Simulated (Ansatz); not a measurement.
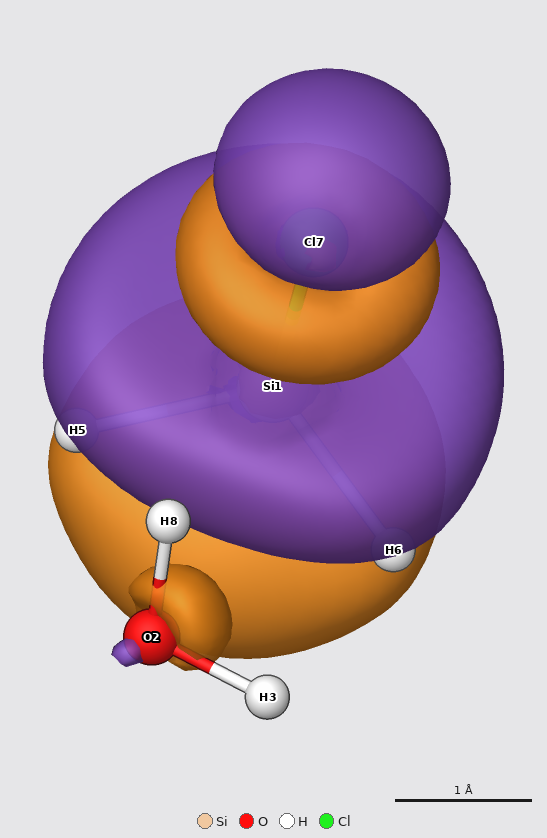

The picture shows: ClH3Si···H2O. One frontier orbital at ±0.1 Å⁻³ᐟ² (orange and purple are the two phases), seen at an oblique angle.

All numbers below come from RKS PBE/def2-SVP (Ansatz 0.2.0).

```
atom    x (Å)    y (Å)    z (Å)
  Si   0.4307  -0.2489  -0.3982
   O  -0.6043  -0.1002   2.4261
   H  -1.2450  -0.8352   2.3834
   H   0.9711  -0.3234  -1.7987
   H   0.5339   1.1543   0.1015
   H  -0.9697  -0.7795  -0.3997
  Cl   1.6737  -1.5194   0.7327
   H   0.2437  -0.5783   2.5276
```

Which orbital is it: HOMO or LUMO?

The LUMO, at −0.74 eV. Its weight (Hirshfeld) is mainly on Si1 (about 55 %) and Cl7 (about 25 %).
